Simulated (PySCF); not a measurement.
# NS₂⁺: structure of the singlet

Aim: relax NS₂⁺ as a singlet from a PBE minimum start, check by its vibrations whether the end is a minimum, and collect its spectrum and constants.

Program: PySCF 2.14.0. Level of theory: PBE, basis N def2-TZVP, S def2-TZVP, no relativity, density fitting. These are calculated values, not measurements.

**1. The system as given**

3 atoms, charge 1, spin multiplicity 1.

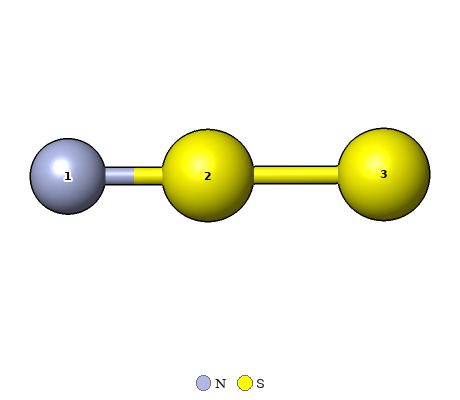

Start geometry, drawn with nitrogen light blue, sulfur yellow; atoms are numbered from 1 in the order of the file.

```xyz
3
charge 1 multiplicity 1
N     1.9679    0.0000    0.0000
S     0.4945    0.0000    0.0000
S    -1.3564    0.0000    0.0000
```

**2. The SCF at the typed geometry**

The steps below are one call of a driver around PySCF. For each, scf.py gives the equivalent set-up of the SCF; relaxations use the driver's own optimiser. After this first run the driver tries any further starts and a stability analysis.

scf.py reads:

```python
from pyscf import gto, scf, dft
mol = gto.M(atom='''
N      1.967920     0.000000     0.000000
S      0.494500    -0.000000     0.000000
S     -1.356410    -0.000000     0.000000''',
    basis={'N': 'def2-TZVP', 'S': 'def2-TZVP'},
    charge=1, spin=0)
mf = dft.RKS(mol, xc='PBE')
mf.grids.atom_grid = (50, 194)
aux = {'N': 'def2-universal-JKFIT', 'S': 'def2-universal-JKFIT'}
mf = mf.density_fit(auxbasis=aux)
mf.conv_tol = 1e-08
mf.diis_space = 10
mf.max_cycle = 60
mf.init_guess = 'minao'
mf.verbose = 4
mf.kernel()
```

Started as:

```sh
> OMP_NUM_THREADS=2 python axn.py task.json out
```

What it wrote:

```text
init E= -851.26100602096
  HOMO = -0.297912731729148  LUMO = -0.174820084178145  gap/eV = 3.34952
cycle= 1 E= -850.303026693014  delta_E= 0.958  |g|= 0.46  |ddm|= 2.14
  HOMO = -0.574973492544598  LUMO = -0.473667629972599  gap/eV = 2.75667
cycle= 2 E= -849.447743805597  delta_E= 0.855  |g|= 1.88  |ddm|= 1.56
  HOMO = -0.569228174561484  LUMO = -0.471306112735366  gap/eV = 2.66460
cycle= 3 E= -850.087146633987  delta_E= -0.639  |g|= 0.998  |ddm|= 1.49
  HOMO = -0.560917507205744  LUMO = -0.450370048125166  gap/eV = 3.00815
cycle= 4 E= -850.351111662536  delta_E= -0.264  |g|= 0.165  |ddm|= 0.698
  HOMO = -0.545204331820338  LUMO = -0.437976704661306  gap/eV = 2.91781
cycle= 5 E= -850.356946566973  delta_E= -0.00583  |g|= 0.0758  |ddm|= 0.18
  HOMO = -0.545344731710161  LUMO = -0.436408118362618  gap/eV = 2.96432
cycle= 6 E= -850.358723951427  delta_E= -0.00178  |g|= 0.00651  |ddm|= 0.0599
  HOMO = -0.545466522690774  LUMO = -0.436569969163113  gap/eV = 2.96323
cycle= 7 E= -850.358736546753  delta_E= -1.26e-05  |g|= 0.00158  |ddm|= 0.00638
  HOMO = -0.545323342370148  LUMO = -0.436446816532708  gap/eV = 2.96268
cycle= 8 E= -850.358737183749  delta_E= -6.37e-07  |g|= 0.00035  |ddm|= 0.00132
  HOMO = -0.545337107707247  LUMO = -0.436456259099607  gap/eV = 2.96280
cycle= 9 E= -850.358737219476  delta_E= -3.57e-08  |g|= 1.51e-05  |ddm|= 0.000287
  HOMO = -0.545334679674795  LUMO = -0.436452696444064  gap/eV = 2.96283
cycle= 10 E= -850.358737219531  delta_E= -5.48e-11  |g|= 6.89e-06  |ddm|= 1.83e-05
  HOMO = -0.545335155138054  LUMO = -0.436453409261848  gap/eV = 2.96282
Extra cycle  E= -850.358737218905  delta_E= 6.26e-10  |g|= 4.98e-05  |ddm|= 3.23e-05
converged SCF energy = -850.358737218905
```

This step, with its further starts and checks, took 8.6 s on 2 threads of Arm Neoverse N1, shared host.

No lower closed-shell solution turned up in the test of internal stability.

**3. PBE minimum start, singlet: relaxation**

The program finds C∞v symmetry in the start, which this walk keeps. Threshold on the gradient: 0.0003 Eh/bohr, with a further test on the energy change.

scf.py, as its differences from that of step 2:

```diff
@@ -3,3 +3,3 @@
-N      1.967920     0.000000     0.000000
-S      0.494500    -0.000000     0.000000
-S     -1.356410    -0.000000     0.000000''',
+N      1.967922     0.000000     0.000000
+S      0.494502     0.000000     0.000000
+S     -1.356408     0.000000     0.000000''',
@@ -15 +14,0 @@
-mf.init_guess = 'minao'
```

Steps of the walk:

```tsv
step	energy (Eh)	change (kJ/mol)	largest symmetric gradient (Eh/bohr)
0	-850.358737	0.00	0.00004
```

The walk took 1.5 s.

Positions (Å) and forces (eV/Å) along the way:

```
step 0
N    1.968   0.000   0.000   0.001   0.000   0.000
S    0.494   0.000   0.000  -0.002   0.000   0.000
S   -1.356   0.000   0.000   0.002   0.000   0.000
```

After 0 steps and 0.0 kJ/mol it ends at C∞v: N–S 1.473 Å, S–S 1.851 Å; N–S–S 180.0°.

**4. Hessian and properties**

On the finer grid the gradient is checked again; gradients at displacements of ±0.02 bohr then give force constants and infrared intensities.

scf.py, as its differences from that of step 3:

```diff
@@ -9 +9 @@
-mf.grids.atom_grid = (50, 194)
+mf.grids.atom_grid = (75, 302)
@@ -12 +12 @@
-mf.conv_tol = 1e-08
+mf.conv_tol = 1e-10
```

This SCF starts from the last density.

SCF at the final geometry:

```text
init E= -850.358763715023
  HOMO = -0.545335440398199  LUMO = -0.436455789061682  gap/eV = 2.96277
cycle= 1 E= -850.358763714614  delta_E= 4.08e-10  |g|= 3.73e-05  |ddm|= 3.22e-05
  HOMO = -0.545336065862771  LUMO = -0.436453188258479  gap/eV = 2.96285
cycle= 2 E= -850.358763698349  delta_E= 1.63e-08  |g|= 0.000242  |ddm|= 0.000179
  HOMO = -0.545336017736784  LUMO = -0.436454761548411  gap/eV = 2.96281
cycle= 3 E= -850.358763714612  delta_E= -1.63e-08  |g|= 4.29e-05  |ddm|= 0.000156
  HOMO = -0.545335581150748  LUMO = -0.436455232076945  gap/eV = 2.96279
cycle= 4 E= -850.358763715046  delta_E= -4.33e-10  |g|= 4.05e-07  |ddm|= 2.64e-05
  HOMO = -0.545335610830909  LUMO = -0.436455257905308  gap/eV = 2.96279
cycle= 5 E= -850.358763715046  delta_E= -1.14e-13  |g|= 5.86e-09  |ddm|= 3.52e-07
  HOMO = -0.545335610246363  LUMO = -0.436455256975755  gap/eV = 2.96279
Extra cycle  E= -850.358763715045  delta_E= 1.36e-12  |g|= 1.28e-08  |ddm|= 1.09e-08
converged SCF energy = -850.358763715045
```

The whole step took 28 s.

Geometry: C∞v; N–S 1.473 Å, S–S 1.851 Å; N–S–S 180.0°.

Harmonic modes (main isotopes):

```tsv
symmetry	ω (cm⁻¹)	IR (km/mol)
π	205	0.5
σ+	654	11.5
σ+	1338	0.0
```

All wavenumbers are real: a minimum.

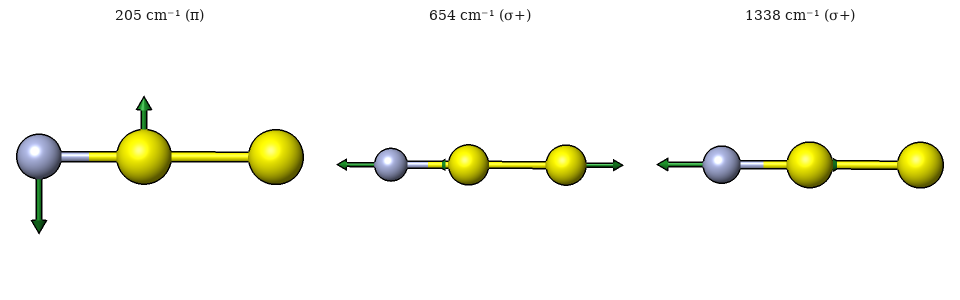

How the atoms move in 3 of the modes.

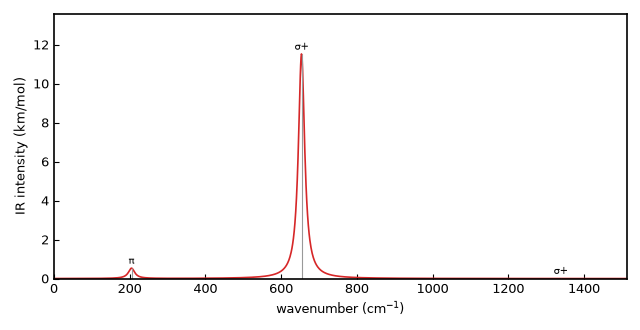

The harmonic infrared spectrum (widths in cm⁻¹). Lines are broadened to a width of 20 cm⁻¹ (Lorentzian).

Constants and moments:

```
Dipole moment about the centre of mass                          : 1.65 D
Highest occupied level                                          : -14.84 eV
Lowest empty level                                              : -11.88 eV
Rotational constants                                            : 0.1395 cm⁻¹
Zero-point energy                                               : 14.4 kJ/mol
Principal polarisabilities                                      : 21.9, 21.9, 70.2 bohr³
Principal traceless quadrupole moments about the centre of mass : -4.24, -4.24, 8.48 D Å
Entropy at 298.15 K and 1 bar                                   : 251.3 J/(mol K)
Heat capacity Cp at 298.15 K                                    : 48.8 J/(mol K)
Enthalpy at 298.15 K above 0 K                                  : 11.95 kJ/mol
Rotational symmetry number                                      : 1
```

Populations by atom (charges in e):

```tsv
atom	Mulliken	Löwdin	polar tensor	Mayer order to N1
N1	0.07	-0.10	0.17	–
S2	0.62	0.69	0.51	2.32
S3	0.32	0.41	0.32	0.64
```

Outer orbital energies (eV). occupied: -31.89, -28.16, -21.36, -17.91, -17.91, -17.51, -14.84, -14.84; empty: -11.88, -10.99, -10.99, -4.87.

Mulliken populations on N1: s 3.85, p 3.03, d 0.05, f 0.00.

**5. Would spin polarisation lower it?**

At the lowest minimum the closed shell is tested against spin polarisation, on the (50, 194) grid. It is stable.

**6. What came out**

| quantity | value |
| --- | --- |
| minimum | singlet, C∞v |
| geometry | N–S 1.473 Å, S–S 1.851 Å; N–S–S 180.0° |
| wavenumbers (cm⁻¹) | 205 (π), 654 (σ+), 1338 (σ+) |
| dipole moment (centre of mass) | 1.65 D |
| highest occupied, lowest empty level | -14.84, -11.88 eV |
| polar-tensor charge of N1 | +0.17 e |
| zero-point energy | 14.4 kJ/mol |
| entropy at 298.15 K | 251.3 J/(mol K) |

What this shows: The PBE minimum start keeps its C∞v symmetry and ends in a minimum. The strongest infrared band lies at 654 cm⁻¹ (σ+). Only this shape and spin were tried, so other structures or states may lie lower.

The search up to here took 40 s on 2 threads of Arm Neoverse N1, shared host.
